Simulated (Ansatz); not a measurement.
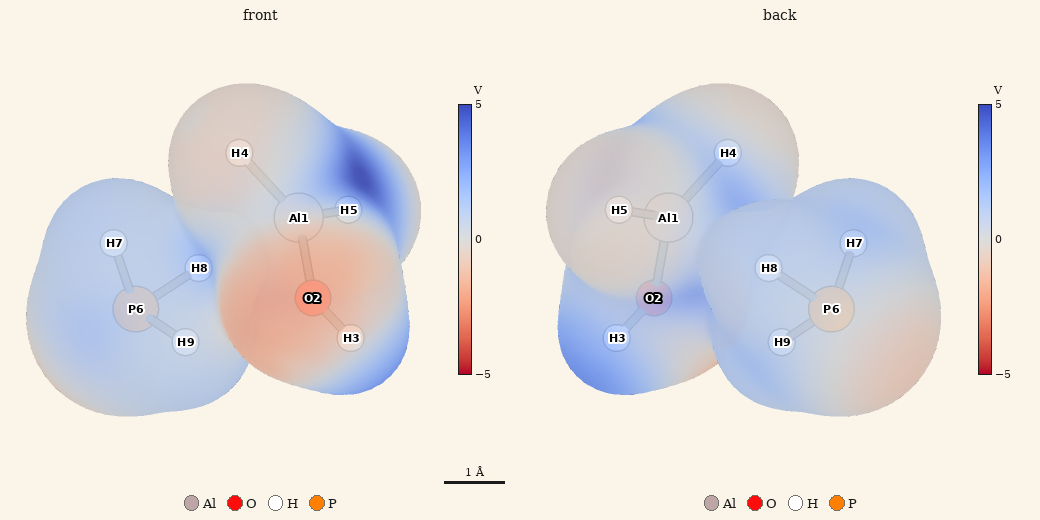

*AlH₃O···PH₃. The molecular electrostatic potential painted on the density surface at 0.004 e/bohr³, seen from the front and from behind; red is negative and blue positive.*

Computed with Ansatz, RKS B3LYP-D4/6-31G*.

The calculation's input:

```
crystal:
  periodic: [false, false, false]
  atoms:
    - { symbol: Al, position_ang: [0.142621, -0.125991, 0.122254] }
    - { symbol: O, position_ang: [-0.214586, -0.481931, 1.804573] }
    - { symbol: H, position_ang: [-1.147016, -0.592392, 2.037691] }
    - { symbol: H, position_ang: [1.670159, -0.101911, -0.273042] }
    - { symbol: H, position_ang: [-1.065545, 0.026928, -0.898565] }
    - { symbol: P, position_ang: [0.138458, 3.057765, 1.528346] }
    - { symbol: H, position_ang: [1.547663, 2.866028, 1.404533] }
    - { symbol: H, position_ang: [-0.115163, 2.737492, 0.153861] }
    - { symbol: H, position_ang: [-0.087791, 1.725412, 1.976949] }
basis:
  gaussian: { orbitals: "6-31G*" }
hamiltonian:
  xc: b3lyp
  dispersion: d4
relax:
  f_tol: 0.03
  max_steps: 50
output:
  orbitals: {}
```

Run with:

```sh
ansatz run input.yaml --threads 1 --pin off --max-ram 2048MiB --backend cpu --events-out ev --progress --plain --runs-dir out
```

The fields are those of the run's last geometry, not of the input's.

Q: Where is the surface potential most negative and most positive?

A: The most negative region (about −1.9 V, or −44 kcal/mol for a unit charge) lies over O2, the most positive (about +4.6 V, or +106 kcal/mol for a unit charge) over Al1. O2 is the likeliest acceptor of a hydrogen bond.
